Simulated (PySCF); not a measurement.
# One shape, several levels: singlet [SiNH4]+

Wanted: a comparison of 6 runs (M06-2X/STO-3G, r2SCAN/STO-3G, MP2/STO-3G, CCSDT(Q)/STO-3G, QCISD(T)/STO-3G, FCI/STO-3G) of singlet [SiNH4]+. Input form: a Python script.

The results are computed with PySCF 2.14.0.

7 further runs of the same task are left out: 7 set aside as unsound or not needed.

## 1. The structure to begin with

[SiNH4]+ has 6 atoms, charge +1, and is taken as a singlet. As SMILES of the parent species, `[NH][SiH3]`. Geometry: relaxed at PBE0-D4/def2-TZVP. That shape belongs to the parent species and isn't relaxed for this state.

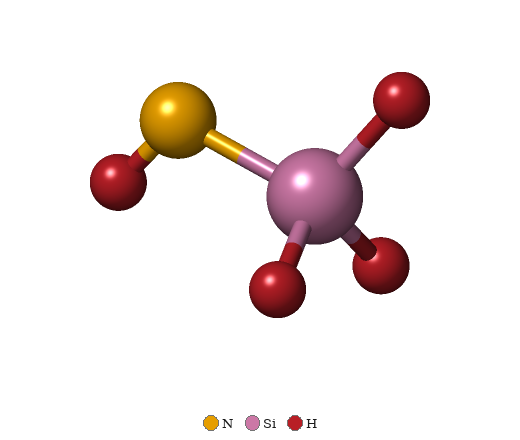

Viewed from a chosen angle; nitrogen amber, silicon pink, hydrogen red.

## 2. A single-point energy at M06-2X/STO-3G (run 1)

The input, calc.py:

```python
from pyscf import gto, dft

system = gto.Mole()
system.atom = '''
N      1.118907    -1.578299     1.718706
Si    -0.384937     0.656869    -0.207870
H      1.743839    -3.100474     0.704301
H     -2.476675    -0.533470    -1.673352
H      1.491939     1.723052    -2.019928
H     -1.413704     2.711379     1.391216
'''
system.unit = 'bohr'
system.charge = 1
system.verbose = 3
system.max_memory = 1860
system.basis = 'sto-3g'
system.build()

mf = dft.RKS(system, xc='m06-2x')
mf.grids.level = 5
mf.conv_tol = 1e-10
mf.kernel()
if not mf.converged:
    mf = mf.newton().run(mf.mo_coeff, mf.mo_occ)

e_final = mf.e_tot
print('E = %.10f Eh' % e_final)
```

Run with:

```
$ OMP_NUM_THREADS=1 python calc.py
```

What it wrote:

```text
converged SCF energy = -342.145635486667
E = -342.1456354867 Eh
```

Wall time 4.2 s (1 thread of Arm Neoverse V1, shared host); peak memory 0.2 GiB.

## 3. A single-point energy at r2SCAN/STO-3G (run 2)

The input, input.py:

```python
from pyscf import gto, dft

mol = gto.M(
    atom='''
N      1.118907    -1.578299     1.718706
Si    -0.384937     0.656869    -0.207870
H      1.743839    -3.100474     0.704301
H     -2.476675    -0.533470    -1.673352
H      1.491939     1.723052    -2.019928
H     -1.413704     2.711379     1.391216
''',
    spin=0,
    charge=1,
    max_memory=1860,
    verbose=3,
    basis='sto-3g',
    unit='bohr',
)

ks = dft.RKS(mol, xc='r2scan')
ks.grids.level = 5
ks.conv_tol = 1e-10
ks.kernel()
if not ks.converged:
    ks = ks.newton().run(ks.mo_coeff, ks.mo_occ)

e_tot = ks.e_tot
print(f'total energy: {e_tot:.8f} hartree')
```

Run with:

```
$ OMP_NUM_THREADS=1 python input.py
```

What it wrote:

```text
converged SCF energy = -342.102741706675
total energy: -342.10274171 hartree
```

It took 4.8 s on 1 thread of Arm Neoverse V1, shared host; peak memory 0.2 GiB.

Run 3 isn't shown in full; the table further down has it.

## 4. The energy at CCSDT(Q)/STO-3G (run 4)

The input, input.py:

```python
from pyscf import gto, scf, cc

mol = gto.Mole()
mol.atom = '''
N      1.118907    -1.578299     1.718706
Si    -0.384937     0.656869    -0.207870
H      1.743839    -3.100474     0.704301
H     -2.476675    -0.533470    -1.673352
H      1.491939     1.723052    -2.019928
H     -1.413704     2.711379     1.391216
'''
mol.charge = 1
mol.unit = 'bohr'
mol.verbose = 3
mol.max_memory = 1860
mol.basis = 'sto-3g'
mol.spin = 0
mol.build()

mf = scf.RHF(mol)
mf.conv_tol = 1e-10
mf.kernel()
if not mf.converged:
    mf = mf.newton().run(mf.mo_coeff, mf.mo_occ)

mycc = cc.CCSDT(mf, frozen=6)
mycc.kernel()
e_bracket, e_q = mycc.ccsdt_q()
energy = mycc.e_tot + e_q
print('E = %.10f Eh' % energy)
```

Run with:

```
$ OMP_NUM_THREADS=1 python input.py
```

What it wrote:

```text
converged SCF energy = -341.301810685997
_make_eris_incore_RCCSDT

WARN: A large `blksize` is being used, which may cause large memory consumption
      for storing contraction intermediates. If memory is sufficient, consider using
      `pyscf.cc.rccsdt_highm.RCCSDT` instead.

WARN: A large `blksize_oovv` is being used, which may cause large memory consumption
      for storing contraction intermediates. If memory is sufficient, consider using
      `pyscf.cc.rccsdt_highm.RCCSDT` instead.

WARN: A large `blksize_oooo` is being used, which may cause large memory consumption
      for storing contraction intermediates. If memory is sufficient, consider using
      `pyscf.cc.rccsdt_highm.RCCSDT` instead.

RCCSDT converged
E(RCCSDT) = -341.4291349194446   E_corr = -0.1273242334477593
E_corr(same-spin) = -0.00919449251748224
E_corr(oppo-spin) = -0.118129740930277
_make_eris_incore_RCCSDT
E = -341.4293575267 Eh
```

Wall time 1.8 s (1 thread of Arm Neoverse V1, shared host); peak memory 0.1 GiB.

Run 5 isn't shown in full; the table further down has it.

## 5. The energy at FCI/STO-3G (run 6)

The input, input.py:

```python
from pyscf import gto, mcscf

mol = gto.M(
    atom=[
    ('N', (0.592100, -0.835200, 0.909500)),
    ('Si', (-0.203700, 0.347600, -0.110000)),
    ('H', (0.922800, -1.640700, 0.372700)),
    ('H', (-1.310600, -0.282300, -0.885500)),
    ('H', (0.789500, 0.911800, -1.068900)),
    ('H', (-0.748100, 1.434800, 0.736200)),
],
    basis='sto-3g',
    verbose=3,
    spin=0,
    max_memory=1860,
    charge=1,
)

mf = mol.RHF()
mf.conv_tol = 1e-10
mf.kernel()
if not mf.converged:
    mf = mf.newton().run(mf.mo_coeff, mf.mo_occ)

cas = mcscf.CASCI(mf, mf.mo_coeff.shape[-1] - 6, (mol.nelec[0] - 6, mol.nelec[1] - 6))  # full CI above the frozen core
cas.fix_spin_(ss=0.0)
cas.kernel()
etot = cas.e_tot
print('E = %.10f Eh' % etot)
```

Run with:

```
$ OMP_NUM_THREADS=1 python input.py
```

What it wrote:

```text
converged SCF energy = -341.30181062563
CASCI E = -341.429314035100  E(CI) = -33.1600096483317  S^2 = 0.0000000
E = -341.4293140351 Eh
```

It took 31 s on 1 thread of Arm Neoverse V1, shared host; peak memory 0.3 GiB.

## 6. Overview of the runs

| run | level | integration grid | frozen core orbitals | energy (Eh) | HOMO energy (eV) | LUMO energy (eV) | HOMO–LUMO gap (eV) | wall time |
| --- | --- | --- | --- | --- | --- | --- | --- | --- |
| 1 | M06-2X/STO-3G | 5 | – | -342.145635 | -16.06 | -10.87 | 5.18 | 4.2 s |
| 2 | r2SCAN/STO-3G | 5 | – | -342.102742 | -13.38 | -13.02 | 0.36 | 4.8 s |
| 3 | MP2/STO-3G | – | 6 | -341.380143 | -17.97 | -6.54 | 11.43 | 0.85 s |
| 4 | CCSDT(Q)/STO-3G | – | 6 | -341.429358 | -17.97 | -6.54 | 11.43 | 1.8 s |
| 5 | QCISD(T)/STO-3G | – | 6 | -341.428134 | -17.97 | -6.54 | 11.43 | 1.1 s |
| 6 | FCI/STO-3G | – | 6 | -341.429314 | -17.97 | -6.54 | 11.43 | 31 s |

## 7. Results

| quantity | value |
| --- | --- |
| run 6: total energy | -341.42931 Eh |
| run 6: HOMO energy (Hartree–Fock orbitals) | -17.97 eV |
| run 6: LUMO energy (Hartree–Fock orbitals) | -6.54 eV |
| run 6: HOMO–LUMO gap (Hartree–Fock orbitals) | 11.43 eV |
| run 6: correlation energy (6 core orbitals frozen) | -127.5 mEh |

**Reading.** Against full CI in this basis: MP2 +49.2 mEh; CCSDT(Q) -0.0 mEh; QCISD(T) +1.2 mEh. Totals of different functionals can't be ranked against each other. In run 5 the T1 diagnostic is large, so a single reference may not serve. In runs 1, 2, 3, 4, 5, 6 the basis is minimal, so the values are rough. All runs together took 44 s, the longest 31 s.
